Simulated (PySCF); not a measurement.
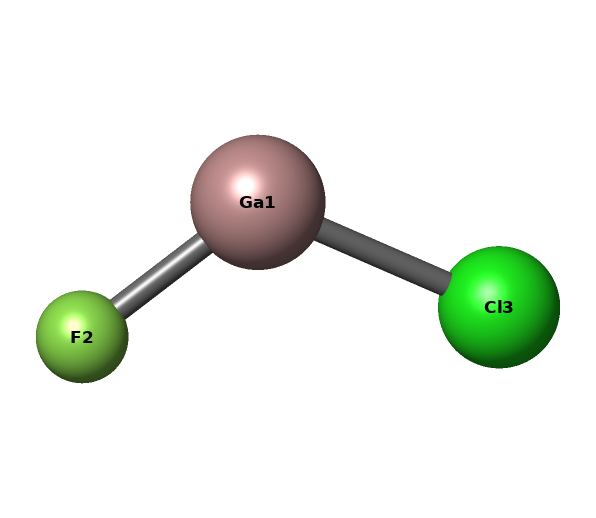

Every bond is drawn as one stick. State: neutral, doublet. Computed geometry: PBE0/def2-TZVP optimisation. Level of theory: PBE0/def2-TZVP (PySCF 2.14.0).

List the Mayer bond orders of Ga1–F2, Ga1–Cl3.

```json
{"bond": "Ga1–F2", "Mayer order": "0.99", "length (Å)": "1.758"}
{"bond": "Ga1–Cl3", "Mayer order": "1.13", "length (Å)": "2.158"}
```
